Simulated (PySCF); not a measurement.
# Si2H2OF2 (SMILES F[Si]1(F)O[SiH2]1): PBE/6-31G

What is the vertical ionisation energy of Si2H2OF2 at PBE/6-31G? The job is set up through a Python script.

The results are computed with PySCF 2.14.0.

## (1) Starting point

Si2H2OF2: 7 atoms, total charge 0, spin state singlet. As SMILES, `F[Si]1(F)O[SiH2]1`. The shape is that of a PBE0-D4/def2-TZVP optimisation.

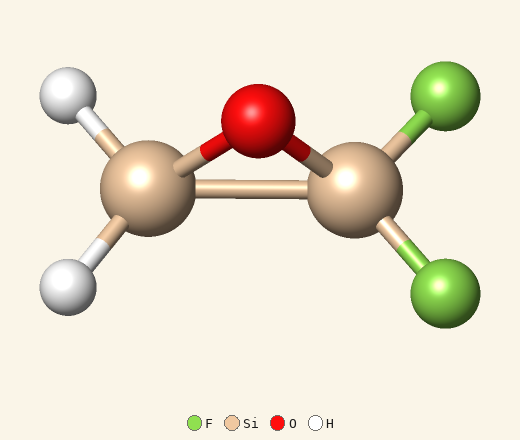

Viewed from a chosen angle; fluorine green, silicon light orange, oxygen red, hydrogen white.

## (2) A single-point energy at PBE/6-31G

File job.py:

```python
from pyscf import gto, dft

mol = gto.M(
    atom=[
    ('F', (0.424200, -1.612100, 1.693800)),
    ('Si', (0.037900, -1.026000, 0.280100)),
    ('F', (-0.194200, -2.288000, -0.639100)),
    ('O', (1.103500, 0.077900, -0.322100)),
    ('Si', (-0.304800, 1.058600, -0.232800)),
    ('H', (-0.202300, 2.188800, 0.720000)),
    ('H', (-0.802800, 1.532800, -1.545500)),
],
    basis='6-31g',
    verbose=4,
    max_memory=1860,
)

ks = dft.RKS(mol, xc='pbe')
ks.conv_tol = 1e-10
ks.grids.level = 4
ks.kernel()
if not ks.converged:
    ks = ks.newton().run(ks.mo_coeff, ks.mo_occ)

e_tot = ks.e_tot
print('E(%s) = %.9f' % ('PBE', e_tot))
```

Launch:

```sh
$ OMP_NUM_THREADS=1 python job.py
```

Output:

```text
PySCF version 2.14.0

[INPUT] num. atoms = 7
[INPUT] num. electrons = 56
[INPUT] charge = 0
[INPUT] spin (= nelec alpha-beta = 2S) = 0
[INPUT] symmetry False subgroup None
[INPUT] Mole.unit = angstrom
[INPUT] Symbol           X                Y                Z      unit          X                Y                Z       unit  Magmom
[INPUT]  1 F      0.424200000000  -1.612100000000   1.693800000000 AA    0.801621822040  -3.046427485411   3.200818109788 Bohr   0.0
[INPUT]  2 Si     0.037900000000  -1.026000000000   0.280100000000 AA    0.071620620121  -1.938859003804   0.529312287491 Bohr   0.0
[INPUT]  3 F     -0.194200000000  -2.288000000000  -0.639100000000 AA   -0.366984813391  -4.323693373005  -1.207723966210 Bohr   0.0
[INPUT]  4 O      1.103500000000   0.077900000000  -0.322100000000 AA    2.085312778458   0.147209665104  -0.608680784722 Bohr   0.0
[INPUT]  5 Si    -0.304800000000   1.058600000000  -0.232800000000 AA   -0.575988522767   2.000464075465  -0.439928241799 Bohr   0.0
[INPUT]  6 H     -0.202300000000   2.188800000000   0.720000000000 AA   -0.382291595000   4.136232541448   1.360602809687 Bohr   0.0
[INPUT]  7 H     -0.802800000000   1.532800000000  -1.545500000000 AA   -1.517072132801   2.896572203733  -2.920571725515 Bohr   0.0

nuclear repulsion = 309.676526587267
number of shells = 33
number of NR pGTOs = 166
number of NR cGTOs = 57
basis = 6-31g
ecp = {}

******** <class 'pyscf.dft.rks.RKS'> ********
method = RKS
initial guess = minao
damping factor = 0
level_shift factor = 0
DIIS = <class 'pyscf.scf.diis.CDIIS'>
diis_start_cycle = 1
diis_space = 8
diis_damp = 0
SCF conv_tol = 1e-10
SCF conv_tol_grad = None
SCF max_cycles = 50
direct_scf = True
direct_scf_tol = 1e-13
XC library pyscf.dft.libxc version 7.0.0
    S. Lehtola, C. Steigemann, M. J.T. Oliveira, and M. A.L. Marques.,  SoftwareX 7, 1–5 (2018)
XC functionals = pbe
    J. P. Perdew, K. Burke, and M. Ernzerhof.,  Phys. Rev. Lett. 77, 3865 (1996)
    J. P. Perdew, K. Burke, and M. Ernzerhof.,  Phys. Rev. Lett. 78, 1396 (1997)
    J. P. Perdew, K. Burke, and M. Ernzerhof.,  Phys. Rev. Lett. 77, 3865 (1996)
    J. P. Perdew, K. Burke, and M. Ernzerhof.,  Phys. Rev. Lett. 78, 1396 (1997)
radial grids:
    Treutler-Ahlrichs [JCP 102, 346 (1995); DOI:10.1063/1.469408] (M4) radial grids

becke partition: Becke, JCP 88, 2547 (1988); DOI:10.1063/1.454033
pruning grids: <function nwchem_prune>
grids dens level: 4
symmetrized grids: False
atomic radii adjust function: <function treutler_atomic_radii_adjust>
small_rho_cutoff = 0
Set gradient conv threshold to 1e-05
Initial guess from minao.
tot grids = 175184
init E= -855.206861443644
  HOMO = -0.276238276276509  LUMO = -0.0900700766078086  gap/eV = 5.06589
cycle= 1 E= -854.150203998985  delta_E= 1.06  |g|= 1.19  |ddm|=  2.8
  HOMO = -0.121844867596719  LUMO = -0.0867306559737429  gap/eV = 0.95551
cycle= 2 E= -851.383682543368  delta_E= 2.77  |g|= 3.39  |ddm|= 6.49
  HOMO = -0.266735220943586  LUMO = -0.0877498322992327  gap/eV = 4.87044
cycle= 3 E= -854.333100801093  delta_E= -2.95  |g|= 0.681  |ddm|= 5.95
  HOMO = -0.236249312593635  LUMO = -0.0941344734357998  gap/eV = 3.86714
cycle= 4 E= -854.419181713674  delta_E= -0.0861  |g|= 0.303  |ddm|= 0.984
  HOMO = -0.24498237507069  LUMO = -0.101700425218994  gap/eV = 3.89890
cycle= 5 E= -854.43148262309  delta_E= -0.0123  |g|= 0.0952  |ddm|= 0.437
  HOMO = -0.245924203471596  LUMO = -0.100279774874211  gap/eV = 3.96319
cycle= 6 E= -854.435318374432  delta_E= -0.00384  |g|= 0.0316  |ddm|= 0.281
  HOMO = -0.246975782763579  LUMO = -0.0995655535474549  gap/eV = 4.01124
cycle= 7 E= -854.43561046964  delta_E= -0.000292  |g|= 0.00654  |ddm|= 0.0488
  HOMO = -0.246935489072317  LUMO = -0.0992591950343185  gap/eV = 4.01848
cycle= 8 E= -854.435619573713  delta_E= -9.1e-06  |g|= 0.00151  |ddm|= 0.00686
  HOMO = -0.247139171509502  LUMO = -0.0993926668042258  gap/eV = 4.02039
cycle= 9 E= -854.435620257056  delta_E= -6.83e-07  |g|= 0.000153  |ddm|= 0.0027
  HOMO = -0.247128978589803  LUMO = -0.0993726709208222  gap/eV = 4.02065
cycle= 10 E= -854.43562026367  delta_E= -6.61e-09  |g|= 3.79e-05  |ddm|= 0.000292
  HOMO = -0.247128508500268  LUMO = -0.0993734100833175  gap/eV = 4.02062
cycle= 11 E= -854.435620263895  delta_E= -2.25e-10  |g|= 2.49e-05  |ddm|= 6.14e-05
  HOMO = -0.247128849891473  LUMO = -0.0993737279953466  gap/eV = 4.02062
cycle= 12 E= -854.435620264009  delta_E= -1.14e-10  |g|= 5.71e-07  |ddm|= 2.36e-05
  HOMO = -0.247128876651262  LUMO = -0.0993737308575204  gap/eV = 4.02062
cycle= 13 E= -854.435620264009  delta_E= 2.27e-13  |g|= 1.92e-07  |ddm|= 2.57e-06
  HOMO = -0.247128862691742  LUMO = -0.0993737385235629  gap/eV = 4.02062
Extra cycle  E= -854.435620264007  delta_E= 1.82e-12  |g|= 3.33e-07  |ddm|= 1.27e-06
converged SCF energy = -854.435620264007
E(PBE) = -854.435620264
```

It took 11 s on 1 thread of Arm Neoverse V1, shared host; peak memory 0.32 GiB.

## (3) The doublet cation, same level

File calc.py:

```python
from pyscf import gto, dft

system = gto.Mole()
system.atom = [
    ('F', (0.424200, -1.612100, 1.693800)),
    ('Si', (0.037900, -1.026000, 0.280100)),
    ('F', (-0.194200, -2.288000, -0.639100)),
    ('O', (1.103500, 0.077900, -0.322100)),
    ('Si', (-0.304800, 1.058600, -0.232800)),
    ('H', (-0.202300, 2.188800, 0.720000)),
    ('H', (-0.802800, 1.532800, -1.545500)),
]
system.verbose = 3
system.max_memory = 1860
system.charge = 1
system.spin = 1
system.basis = '6-31g'
system.build()

ks = dft.UKS(system, xc='pbe')
ks.conv_tol = 1e-10
ks.grids.level = 4
ks.kernel()
if not ks.converged:
    ks = ks.newton().run(ks.mo_coeff, ks.mo_occ)

energy = ks.e_tot
print('E = %.10f Eh' % energy)
```

Launch:

```sh
$ OMP_NUM_THREADS=1 python calc.py
```

Output:

```text
WARN: HOMO -0.276238276276507 >= LUMO -0.276238276276508

converged SCF energy = -854.066485492679  <S^2> = 0.75127883  2S+1 = 2.0012784
E = -854.0664854927 Eh
```

Run time: 17 s. Hardware: 1 thread of Arm Neoverse V1, shared host; peak memory 0.33 GiB.

## (4) Outcome

At PBE/6-31G:

| quantity | value |
| --- | --- |
| singlet Si2H2OF2: total energy | -854.43562 Eh |
| singlet Si2H2OF2: dipole moment | 3.32 D |
| singlet Si2H2OF2: HOMO energy | -6.72 eV |
| singlet Si2H2OF2: LUMO energy | -2.70 eV |
| singlet Si2H2OF2: HOMO–LUMO gap | 4.02 eV |
| doublet cation: total energy | -854.06649 Eh |
| doublet cation: HOMO energy (highest over α and β) | -14.30 eV |
| doublet cation: LUMO energy (lowest over α and β) | -13.34 eV |
| doublet cation: ⟨S²⟩ | 0.751 |
| vertical ionisation energy (to the doublet cation) | 10.045 eV |

Removing an electron at fixed nuclei costs 10.04 eV (969 kJ/mol). The negative HOMO energy of the first species, 6.72 eV, lies 3.32 eV below that difference. Mulliken charges (doublet cation) run from -0.51 on O4 to +1.23 on Si2; they depend strongly on the basis.
